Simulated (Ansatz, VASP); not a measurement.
## Ge4H (H-terminated Ge(111)): VASP beside Ansatz

One calculation is typed for both programs; each brings its own data sets and cutoff. How far apart do they land? The structure shown is the end of the VASP relaxation below.

Main program and level: Ansatz 0.2.0; plane waves, with VASP 6.6.1 beside it; single point at PBE and band structure at PBE.

### 1. The structure

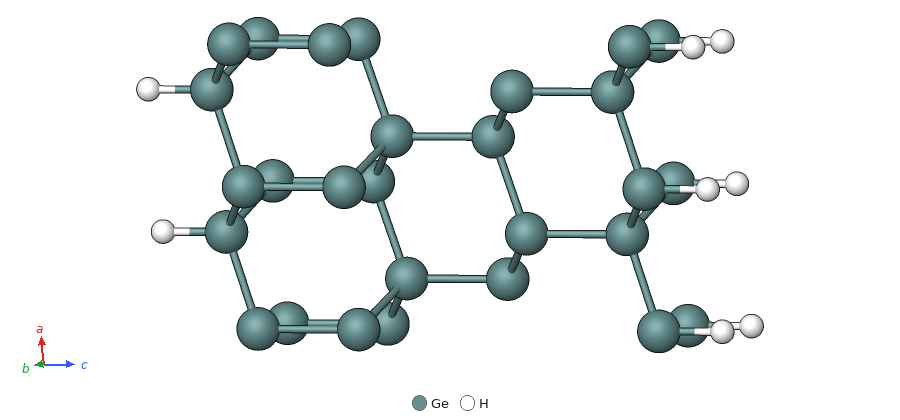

The cell as given, from the side, with the c axis across the page (germanium teal, hydrogen white). 2×1×1 cells are drawn. Some periodic images of atoms are drawn too.

The cell holds 10 atoms: 8 Ge and 2 H. Cell: a = 4.093 Å, b = 4.093 Å, c = 29.982 Å, α = 90.0°, β = 90.0°, γ = 60.0°. It derives from Ge. As first built, before any earlier steps moved the atoms: 8 layers of Ge at this functional's lattice, H on top and H below. Vacuum lies along c.

### 2. VASP: relaxation, PBE

This run makes the geometry at which the two programs are then compared.

Lines of VASP's logs that name or quote its potential files are left out, and so is its time.

Contents of INCAR:

```
SYSTEM = Ge4H
PREC = Normal
ENCUT = 320
EDIFF = 1E-05
NELM = 120
ISMEAR = 0
SIGMA = 0.03
LREAL = .FALSE.
ALGO = Fast
GGA = PE
NBANDS = 27
LORBIT = 11
LWAVE = .FALSE.
LCHARG = .FALSE.
KPAR = 4
IBRION = 2
NSW = 60
ISIF = 2
EDIFFG = -0.03
POTIM = 0.4
MAXMIX = 40
IDIPOL = 3
LDIPOL = .TRUE.
DIPOL = 0.5 0.5 0.5
```

Contents of POSCAR:

```
Ge4H
1.0
    4.0934265369      0.0000000000      0.0000000000
    2.0467132684      3.5450113694      0.0000000000
    0.0000000000      0.0000000000     29.9823735078
Ge H
8 2
Direct
    0.6666666700      0.6666666700      0.3188540100
    0.0000000000      0.0000000000      0.3467226200
    0.0000000000      0.0000000000      0.4303284700
    0.3333333300      0.3333333300      0.4581970800
    0.3333333300      0.3333333300      0.5418029200
    0.6666666700      0.6666666700      0.5696715300
    0.6666666700      0.6666666700      0.6532773800
    0.0000000000      0.0000000000      0.6811459900
    0.6666666700      0.6666666700      0.2668234400
    0.0000000000      0.0000000000      0.7331765600
```

Contents of KPOINTS:

```
Automatic mesh
0
Gamma
9 9 1
0 0 0
```

Potentials, in the order of the species: Ge and H (PBE family, release 64).

Command:

```
$ mpirun -np 4 vasp_std
```

Numbers of over 12 decimals in the logs are rounded to 6 here.

What it wrote:

```text
[banner, memory and clock lines left out]
running    4 mpi-ranks, on    1 nodes
 distrk:  each k-point on    1 cores,    4 groups
 distr:  one band on    1 cores,    1 groups

 POSCAR found type information on POSCAR GeH
 POSCAR found :  2 types and      10 ions
 LDA part: xc-table for (Slater+PW92), standard interpolation
 POSCAR, INCAR and KPOINTS ok, starting setup
 FFT: planning ... GRIDC
 FFT: planning ... GRID_SOFT
 FFT: planning ... GRID
 WAVECAR not read
 entering main loop
       N       E                     dE             d eps       ncg     rms          rms(c)
DAV:   1     0.133550253100E+03    0.13355E+03   -0.83753E+03   648   0.624E+02
DAV:   2    -0.283686366030E+02   -0.16192E+03   -0.15528E+03   889   0.136E+02
DAV:   3    -0.425094744601E+02   -0.14141E+02   -0.14000E+02   807   0.448E+01
DAV:   4    -0.428607729361E+02   -0.35130E+00   -0.35006E+00   920   0.786E+00
DAV:   5    -0.428682596718E+02   -0.74867E-02   -0.74840E-02   864   0.103E+00    0.694E+00
RMM:   6    -0.423469257366E+02    0.52133E+00   -0.26766E-01   648   0.185E+00    0.408E+00
RMM:   7    -0.421135424446E+02    0.23338E+00   -0.62458E-01   651   0.305E+00    0.549E-01
RMM:   8    -0.421075017423E+02    0.60407E-02   -0.51055E-02   654   0.107E+00    0.198E-01
RMM:   9    -0.421064092306E+02    0.10925E-02   -0.13870E-02   673   0.488E-01    0.975E-02
RMM:  10    -0.421061877737E+02    0.22146E-03   -0.30441E-03   670   0.207E-01    0.517E-02
RMM:  11    -0.421060388865E+02    0.14889E-03   -0.11055E-03   663   0.128E-01    0.192E-02
RMM:  12    -0.421064311877E+02   -0.39230E-03   -0.43647E-04   665   0.700E-02    0.137E-02
RMM:  13    -0.421068965833E+02   -0.46540E-03   -0.15925E-04   599   0.412E-02    0.719E-03
RMM:  14    -0.421071625161E+02   -0.26593E-03   -0.63804E-05   539   0.245E-02    0.360E-03
RMM:  15    -0.421072478388E+02   -0.85323E-04   -0.17635E-05   475   0.120E-02    0.238E-03
RMM:  16    -0.421073137248E+02   -0.65886E-04   -0.71502E-06   441   0.808E-03    0.110E-03
RMM:  17    -0.421073343593E+02   -0.20635E-04   -0.24122E-06   348   0.454E-03    0.779E-04
RMM:  18    -0.421073451299E+02   -0.10771E-04   -0.54954E-07   268   0.310E-03    0.391E-04
RMM:  19    -0.421073562460E+02   -0.11116E-04   -0.73787E-07   283   0.350E-03    0.492E-04
RMM:  20    -0.421073603081E+02   -0.40621E-05   -0.35803E-07   245   0.287E-03
   1 F= -.42107360E+02 E0= -.42107360E+02  d E =-.421074E+02
[... from here on, the cycles between the ionic steps are left out ...]
   2 F= -.42117829E+02 E0= -.42117829E+02  d E =-.104689E-01
   3 F= -.42117966E+02 E0= -.42117966E+02  d E =-.106056E-01
   4 F= -.42119953E+02 E0= -.42119953E+02  d E =-.198697E-02
   5 F= -.42122549E+02 E0= -.42122549E+02  d E =-.458276E-02
   6 F= -.42123236E+02 E0= -.42123236E+02  d E =-.687627E-03
   7 F= -.42123550E+02 E0= -.42123550E+02  d E =-.100155E-02
   8 F= -.42124094E+02 E0= -.42124094E+02  d E =-.543568E-03
   9 F= -.42125267E+02 E0= -.42125267E+02  d E =-.171692E-02
  10 F= -.42125593E+02 E0= -.42125593E+02  d E =-.204327E-02
  11 F= -.42125783E+02 E0= -.42125783E+02  d E =-.223282E-02
  12 F= -.42126166E+02 E0= -.42126166E+02  d E =-.382853E-03
  13 F= -.42127015E+02 E0= -.42127015E+02  d E =-.123196E-02
  14 F= -.42127323E+02 E0= -.42127323E+02  d E =-.153989E-02
  15 F= -.42127435E+02 E0= -.42127435E+02  d E =-.165179E-02
  16 F= -.42127436E+02 E0= -.42127436E+02  d E =-.165256E-02
 curvature:  -5.98 expect dE=-0.244E-02 dE for cont linesearch -0.276E-05
 trial: gam= 0.32635 g(F)=  0.408E-03 g(S)=  0.000E+00 ort =-0.754E-04 (trialstep = 0.586E+00)
 search vector abs. value=  0.167E-02
 bond charge predicted
       N       E                     dE             d eps       ncg     rms          rms(c)
DAV:   1    -0.421275894099E+02   -0.15495E-03   -0.44728E-03   682   0.319E-01    0.202E-02
RMM:   2    -0.421275987238E+02   -0.93139E-05   -0.27540E-04   637   0.726E-02    0.136E-02
RMM:   3    -0.421276113334E+02   -0.12610E-04   -0.43942E-05   500   0.281E-02    0.441E-03
RMM:   4    -0.421276133911E+02   -0.20577E-05   -0.82504E-06   415   0.120E-02
  17 F= -.42127613E+02 E0= -.42127613E+02  d E =-.177816E-03
 trial-energy change:   -0.000178  1 .order   -0.000170   -0.000225   -0.000116
 step:   1.2071(harm=  1.2071)  dis= 0.00437  next Energy=   -42.127667 (dE=-0.231E-03)
 reached required accuracy - stopping structural energy minimisation
```

From OUTCAR (step 2):

```text
ion  position               nearest neighbor table
   1  0.667  0.667  0.319-   9 1.56   2 2.51   2 2.51   2 2.51
   2  0.000  0.000  0.347-   1 2.51   1 2.51   1 2.51   3 2.51
   3  0.000  0.000  0.430-   4 2.51   4 2.51   4 2.51   2 2.51
   4  0.333  0.333  0.458-   3 2.51   5 2.51   3 2.51   3 2.51
   5  0.333  0.333  0.542-   6 2.51   6 2.51   4 2.51   6 2.51
   6  0.667  0.667  0.570-   5 2.51   5 2.51   5 2.51   7 2.51
   7  0.667  0.667  0.653-   8 2.51   8 2.51   8 2.51   6 2.51
   8  0.000  0.000  0.681-  10 1.56   7 2.51   7 2.51   7 2.51
   9  0.667  0.667  0.267-   1 1.56
  10  0.000  0.000  0.733-   8 1.56

  LATTYP: Found a hexagonal cell.
 ALAT       =     4.0934265368
 C/A-ratio  =     7.3245173055

 Subroutine GETGRP returns: Found 12 space group operations
 (whereof  6 operations were pure point group operations)

The static configuration has the point symmetry C_3v.
 The point group associated with its full space group is D_3d.

 Found     12 irreducible k-points:

   k-points           NKPTS =     12   k-points in BZ     NKDIM =     12   number of bands    NBANDS=     27

   dimension x,y,z NGX =    18 NGY =   18 NGZ =  140
   dimension x,y,z NGXF=    36 NGYF=   36 NGZF=  280

   ENCUT  =  320.0 eV  23.52 Ry    4.85 a.u.   5.97  5.97 43.73*2*pi/ulx,y,z

   NELECT =      34.0000    total number of electrons

 k-points in reciprocal lattice and weights: Automatic mesh
   0.00000000  0.00000000  0.00000000       0.012
   0.11111111 -0.00000000  0.00000000       0.074
   0.22222222 -0.00000000  0.00000000       0.074
   0.33333333  0.00000000  0.00000000       0.074
   0.44444444 -0.00000000  0.00000000       0.074
   0.22222222  0.11111111  0.00000000       0.074
   0.33333333  0.11111111  0.00000000       0.148
   0.44444444  0.11111111  0.00000000       0.148
  -0.44444444  0.11111111  0.00000000       0.074
   0.44444444  0.22222222  0.00000000       0.074
  -0.44444444  0.22222222  0.00000000       0.148
  -0.33333333  0.33333333  0.00000000       0.025

 dipolmoment           0.000000      0.000000      0.000000 electrons x Angstroem

 average (electrostatic) potential at core
       1 -37.5369       2 -37.5821       3 -37.5906       4 -37.5959       5 -37.5959
       6 -37.5906       7 -37.5821       8 -37.5369       9 -37.8561      10 -37.8561

 E-fermi :  -0.9321

 k-point     1 :       0.0000    0.0000    0.0000
  band No.  band energies     occupation
    ...
     13      -1.8551      2.00000
     14      -1.4435      2.00000
     15      -1.4435      2.00000
     16      -1.0346      2.00000
     17      -1.0346      2.00000
     18      -0.8326      0.00000
     19      -0.7782      0.00000
     20      -0.5585      0.00000
     21      -0.3199      0.00000
     22       1.7783      0.00000
    ...

 k-point     2 :       0.1111   -0.0000    0.0000
  band No.  band energies     occupation
    ...
     13      -2.3417      2.00000
     14      -2.1127      2.00000
     15      -1.7949      2.00000
     16      -1.6663      2.00000
     17      -1.2347      2.00000
     18       0.2091      0.00000
     19       0.2986      0.00000
     20       0.4052      0.00000
     21       0.7460      0.00000
     22       1.4226      0.00000
    ...

 k-point     3 :       0.2222   -0.0000    0.0000
  band No.  band energies     occupation
    ...
     13      -2.9219      2.00000
     14      -2.6179      2.00000
     15      -2.1388      2.00000
     16      -2.1083      2.00000
     17      -1.6821      2.00000
     18       0.2308      0.00000
     19       0.5358      0.00000
     20       0.6678      0.00000
     21       0.8486      0.00000
     22       1.7168      0.00000
    ...

  Total       -0.6849711     -0.6849711     -0.2040292      0.0000000      0.0000000     -0.0000000
  in kB       -2.5223898     -2.5223898     -0.7513326      0.0000000      0.0000000     -0.0000000
  external PRESSURE =      -1.9320374 kB  Pullay stress =       0.0000000 kB

  energy-cutoff  :      320.00
  volume of cell :      435.08
      direct lattice vectors                 reciprocal lattice vectors
     4.093426537  0.000000000  0.000000000     0.244294112 -0.141043271  0.000000000
     2.046713268  3.545011369  0.000000000     0.000000000  0.282086542  0.000000000
     0.000000000  0.000000000 29.982373508     0.000000000  0.000000000  0.033352930

 POSITION                                       TOTAL-FORCE (eV/Angst)
 -----------------------------------------------------------------------------------
      4.09343      2.36334      9.63246        -0.000000      0.000000      0.020489
      0.00000      0.00000     10.41943         0.000000     -0.000000     -0.010191
      0.00000      0.00000     12.90907         0.000000     -0.000000      0.023659
      2.04671      1.18167     13.74204         0.000000     -0.000000     -0.010825
      2.04671      1.18167     16.24033         0.000000     -0.000000      0.010825
      4.09343      2.36334     17.07331         0.000000     -0.000000     -0.023659
      4.09343      2.36334     19.56295         0.000000     -0.000000      0.010191
      0.00000      0.00000     20.34992        -0.000000      0.000000     -0.020489
      4.09343      2.36334      8.06120         0.000000      0.000000     -0.019238
      0.00000      0.00000     21.92117         0.000000     -0.000000      0.019238
 -----------------------------------------------------------------------------------
    total drift:                               -0.000003     -0.000002     -0.000002

  FREE ENERGIE OF THE ION-ELECTRON SYSTEM (eV)
  ---------------------------------------------------
  free  energy   TOTEN  =       -42.1276133911 eV

  energy  without entropy=      -42.1276133841  energy(sigma->0) =      -42.12761339

 reached required accuracy - stopping structural energy minimisation

 vacuum level on the upper side and lower side of the slab         3.376         3.376

 total charge
# of ion       s       p       d       tot
------------------------------------------
    1        1.111   1.273   0.066   2.450
    2        1.124   1.225   0.053   2.402
    3        1.131   1.205   0.053   2.390
    4        1.133   1.200   0.053   2.386
    5        1.133   1.200   0.053   2.386
    6        1.131   1.205   0.053   2.390
    7        1.124   1.225   0.053   2.402
    8        1.111   1.273   0.066   2.450
    9        0.530   0.010   0.000   0.540
   10        0.530   0.010   0.000   0.540
--------------------------------------------------
tot         10.059   9.827   0.451  20.337

[... 3 further parts left out ...]
```

### 3. Ansatz: single point, PBE

Ansatz runs on its default PAW (the set named soft_2) files.

The same cell, functional, mesh and smearing now go to Ansatz, which takes its cutoff from its data sets.

Contents of input.yaml:

```yaml
crystal:
  lattice:
    - [4.09342654, 0.0, 0.0]
    - [2.04671327, 3.54501137, 0.0]
    - [0.0, 0.0, 29.98237351]
  atoms:
    - { symbol: Ge, position: [0.66666667, 0.66666667, 0.32127061] }
    - { symbol: Ge, position: [0.0, 0.0, 0.34751841] }
    - { symbol: Ge, position: [0.0, 0.0, 0.43055522] }
    - { symbol: Ge, position: [0.33333333, 0.33333333, 0.45833736] }
    - { symbol: Ge, position: [0.33333333, 0.33333333, 0.54166264] }
    - { symbol: Ge, position: [0.66666667, 0.66666667, 0.56944478] }
    - { symbol: Ge, position: [0.66666667, 0.66666667, 0.65248159] }
    - { symbol: Ge, position: [0.0, 0.0, 0.67872939] }
    - { symbol: H, position: [0.66666667, 0.66666667, 0.26886459] }
    - { symbol: H, position: [0.0, 0.0, 0.73113541] }
hamiltonian:
  xc: pbe
  pseudopotentials: { kind: paw }
kpoints:
  mp_grid: { grid: [9, 9, 1] }
scf:
  occupations: { method: gaussian, width: 0.03 }
  n_extra_bands: 6
efield:
  axis: 3
  dipole_correction: true
  ramp_width: 0.04
output:
  forces: true
  eigenvalues: true
```

Command:

```
$ ansatz run input.yaml --threads 4 --pin off --max-ram 9216MiB --backend cpu --events-out ev --progress --plain --runs-dir out
```

What it wrote:

```text
scf.n_extra_bands = 6 over 57 filled bands (N_el = 114.0): the run solves 63 bands
Engine: ansatz 0.2.0, aarch64-unknown-linux-gnu
Pseudopotentials: kind: paw
Pseudopotential: Ge, paw, valence charge 14, recommended cutoff 420 eV (normal), Ge.paw.azcp
Pseudopotential: H, paw, valence charge 1, recommended cutoff 420 eV (normal), H.paw.azcp
Functional definition: PBE
  parameter kappa = 0.804
  parameter beta = 0.066725
  exchange = pbe_x(kappa = kappa, mu = beta*pi^2/3)
  correlation = pbe_c(beta = beta)
Crystal: 10 atoms, lattice volume = 435.082 Å³
Basis set: ecut = 420 eV, 8429 PW (Γ), exchange–correlation on 60×60×432 points (8 copies of the dense FFT grid, shifted against one another)
Bands: 63, of which v1, the nominal top of the filled ones, is band 57 counted from 1 (56 counted from 0)
Symmetry: 6 space group operations
k-points: 12 of 81 (time reversal used)
Non-local potential: Ge, projectors of the file, l = 0: 2, l = 1: 2, l = 2: 3, l = 3: 1
Non-local potential: H, projectors of the file, l = 0: 2, l = 1: 1
PAW form: soft (Blöchl's): semilocal exchange-correlation on the pseudo side does not see the compensation charge
PAW one-centre angular grid: Ge, 590 points (default); XC on 64 Gauss nodes
PAW one-centre angular grid: H, 110 points (default); XC on 64 Gauss nodes
Initial density: superposition of atomic densities (neutral atoms: chi_scale 0, normalization atom), corrected by the library's trained network
Initial wavefunctions: pseudopotential atomic-orbital guess
Functional: x = pbe(κ = 0.804, μ = 0.219515), c = pbe(β = 0.066725)
SCF iter   1: F=—  HF=-34391.106073 eV  |F-HF|=—  |Δ(HF+E_count)|=         —  Δρ=1.35e-3  dr2=3.10e-2  ethr=1.77e-3  p=0.000 e·Å  D=1.45e-13 V/Å  ΔV_dip=-0.00 eV  dr2_dipole=4.26e-10  V_vac-E_F(+/−)=4.49/4.49 eV  ⟨swp⟩=6.8  Hψ=2910  notcnv=0
efield: sawtooth ramp at fractional position 0.9800 (placed from the atoms, in the widest stretch of the axis that holds none; the zero of the levels goes with the place), width 0.0400; the density the first Hamiltonian is built on has a dipole p = 0.000 e·Å; the dipole correction subtracts the counter field D = 1.45e-13 V/Å, which shifts the + side's vacuum level by -0.00 eV against the − side's; the planar-averaged density in the ramp window peaks in size at 2.0e-5 e/Å³
preconditioner: auto → Resta (q_TF=auto, 2.182 Å⁻¹)  ε∞=1.8  [insulator: Δε(μ)=0.197 eV  Ē_g=20.999 eV  σ=0.030 eV  W_gap=1.00  n_scr=98 (ndim 8)  ℏωp=19.0 eV  f_vac=0.523  D(μ)=0.00/eV (n_scr^D=0)  ε∞_Penn≈1.8  vacuum switching on, ρ_ref=3.2e-2 e/Å³]
SCF iter   2: F=—  HF=-34391.105410 eV  |F-HF|=—  |Δ(HF+E_count)|=   6.63e-4  Δρ=7.72e-4  dr2=4.10e-2  ethr=2.72e-5  p=0.000 e·Å  D=7.11e-6 V/Å  ΔV_dip=-0.00 eV  dr2_dipole=1.96e-9  V_vac-E_F(+/−)=4.61/4.61 eV  ⟨swp⟩=3.0  Hψ=1145  notcnv=0  defer=14
SCF iter   3: F=—  HF=-34391.101295 eV  |F-HF|=—  |Δ(HF+E_count)|=   4.11e-3  Δρ=5.24e-4  dr2=4.69e-3  ethr=2.72e-5  p=0.000 e·Å  D=1.26e-5 V/Å  ΔV_dip=-0.00 eV  dr2_dipole=2.56e-8  V_vac-E_F(+/−)=4.40/4.40 eV  ⟨swp⟩=2.8  Hψ=944  notcnv=0  defer=14
SCF iter   4: F=—  HF=-34391.101495 eV  |F-HF|=—  |Δ(HF+E_count)|=   2.00e-4  Δρ=1.70e-4  dr2=2.59e-4  ethr=4.11e-6  p=-0.000 e·Å  D=-5.41e-5 V/Å  ΔV_dip=0.00 eV  dr2_dipole=4.89e-7  V_vac-E_F(+/−)=4.39/4.39 eV  ⟨swp⟩=2.0  Hψ=875  notcnv=0  defer=14
SCF iter   5: F=—  HF=-34391.101520 eV  |F-HF|=—  |Δ(HF+E_count)|=   2.48e-5  Δρ=6.32e-5  dr2=2.20e-5  ethr=2.27e-7  p=0.000 e·Å  D=1.09e-4 V/Å  ΔV_dip=-0.00 eV  dr2_dipole=2.50e-6  V_vac-E_F(+/−)=4.37/4.37 eV  ⟨swp⟩=3.0  Hψ=1426  notcnv=0  defer=14
SCF iter   6: F=—  HF=-34391.101695 eV  |F-HF|=—  |Δ(HF+E_count)|=   1.75e-4  Δρ=4.37e-5  dr2=1.68e-4  ethr=1.93e-8  p=-0.002 e·Å  D=-7.02e-4 V/Å  ΔV_dip=0.02 eV  dr2_dipole=1.04e-4  V_vac-E_F(+/−)=4.38/4.36 eV  ⟨swp⟩=2.0  Hψ=1438  notcnv=0  defer=14
SCF iter   7: F=—  HF=-34391.101679 eV  |F-HF|=—  |Δ(HF+E_count)|=   1.59e-5  Δρ=2.55e-5  dr2=2.09e-5  ethr=1.93e-8  p=0.001 e·Å  D=2.16e-4 V/Å  ΔV_dip=-0.01 eV  dr2_dipole=1.03e-5  V_vac-E_F(+/−)=4.37/4.38 eV  ⟨swp⟩=2.0  Hψ=862  notcnv=0  defer=14
SCF iter   8: F=—  HF=-34391.101676 eV  |F-HF|=—  |Δ(HF+E_count)|=   3.50e-6  Δρ=1.02e-5  dr2=5.93e-7  ethr=1.83e-8  p=0.000 e·Å  D=3.03e-5 V/Å  ΔV_dip=-0.00 eV  dr2_dipole=1.87e-7  V_vac-E_F(+/−)=4.37/4.37 eV  ⟨swp⟩=2.0  Hψ=846  notcnv=0  defer=14
SCF iter   9: F=-34391.101676 eV  HF=-34391.101676 eV  |F-HF|=4.26e-8  |Δ(HF+E_count)|=   2.86e-7  Δρ=3.50e-6  dr2=5.97e-8  ethr=8.77e-11  p=-0.000 e·Å  D=-9.66e-7 V/Å  ΔV_dip=0.00 eV  dr2_dipole=8.82e-10  V_vac-E_F(+/−)=4.37/4.37 eV  ⟨swp⟩=8.2  Hψ=3451  notcnv=0
SCF 1 converged in 9 iterations: F = -34391.101676 eV  dr2 = 5.97e-8
  greatest PAW one-centre occupation: 0.998 electrons in one spin orbital (limit 2), on the Ge atom at site 7 (counted from 0), in its partial waves of l = 2
SCF converged after 9 iterations
Free energy (F): -34391.101676 eV
Harris-Foulkes:  -34391.101676 eV  (|F-HF|=4.26e-8)
Internal energy: -34391.101676 eV  (E = F + TS)
E sigma→0 (E₀):  -34391.101676 eV
Fermi energy:    1.070162 eV
Dipole field:    D = -0.000028 V/Å  (p = -0.000067 e·Å, saw-weighted, corrected)
Work function:   Φ+ = 4.3727 eV   Φ− = 4.3719 eV
Levels:          The Fermi level and band energies are counted from a zero that moves with the ramp; work functions are not
--- Per-component energies (eV) ---
  E_band       = -2023.124049
  E_kinetic    = 911.687225
  E_local      = -146478.592235  (includes V_loc(G=0)·N_el)
  E_nonlocal   = 3350.499968
  E_hartree    = 71616.869285
  E_xc         = -618.609582
  E_vxc        = -534.767525  (∫ρ·V_xc dr)
  E_paw        = -16160.496725  (= ΣΔE_a)
  E_vpaw       = -2505.671835  (= ΣTr[D̂ρ^β])
  E_aug_tail   = 0.000237  (compensation charges beyond the density's cutoff)
  E_efield     = 0.000000  (sawtooth field / dipole correction)
  E_vefield    = 0.000000  (∫n·V_field dr)
  E_ewald      = 52987.540152
  E_smearing   = -0.000000  (= −TS)
  E_closure    = -0.000000  (closes the sum)
  Σ components = -34391.101676   (vs F -34391.101676, Δ=0.00e0)
--- Forces (eV/Å), atoms counted from 1 ---
  atom   1  Ge    -0.00000000     0.00000000    -0.10550686
  atom   2  Ge    -0.00000000    -0.00000000    -0.00077591
  atom   3  Ge     0.00000000     0.00000000     0.01893233
  atom   4  Ge    -0.00000000    -0.00000000    -0.00824147
  atom   5  Ge     0.00000000     0.00000000     0.00820476
  atom   6  Ge     0.00000000    -0.00000000    -0.01885185
  atom   7  Ge    -0.00000000     0.00000000     0.00073108
  atom   8  Ge     0.00000000    -0.00000000     0.10550957
  atom   9  H      0.00000000    -0.00000000     0.16305114
  atom  10  H     -0.00000000     0.00000000    -0.16306403
  max |Σ_I F_I| component: 1.12e-5 eV/Å
--- Band table (eV; the first three rows and the last of 12) ---
  k-point 0: bands = [... 53 lower, 0.5608, 0.5608, 0.9682, 0.9682, 1.1692, 1.2065, 1.4414, 1.6769, ... 2 higher]
  k-point 1: bands = [... 53 lower, -0.1046, 0.2134, 0.3394, 0.7693, 2.2089, 2.2973, 2.4032, 2.7439, ... 2 higher]
  k-point 2: bands = [... 53 lower, -0.6072, -0.1305, -0.0990, 0.3245, 2.2338, 2.5537, 2.6802, 2.8551, ... 2 higher]
  k-point 11: bands = [... 53 lower, -2.3092, -1.2501, -1.2500, -1.2262, 3.0825, 3.2016, 3.2016, 4.5184, ... 2 higher]
```

The job ended after 19 s (4 threads of Arm Neoverse N1, shared host; peak memory 0.97 GiB).

The column dr2 measures how far the density is from self-consistency, as an energy; F and HF (Harris–Foulkes) agree once it is small.

(Part 1 of 2 ends here.)

[Lines on the potential files, build, host, timing and source positions are cut from VASP's logs without a mark.]

[Logs are printed without paths, hosts, clocks, repeated set-up lines and the standing remarks that a program may print on its own settings, such as how far it seeks lower states.]

[Hosts, paths, dates, database ids (printed as entryN), source tags and the programs' standing remarks are cut or masked in the printed files.]
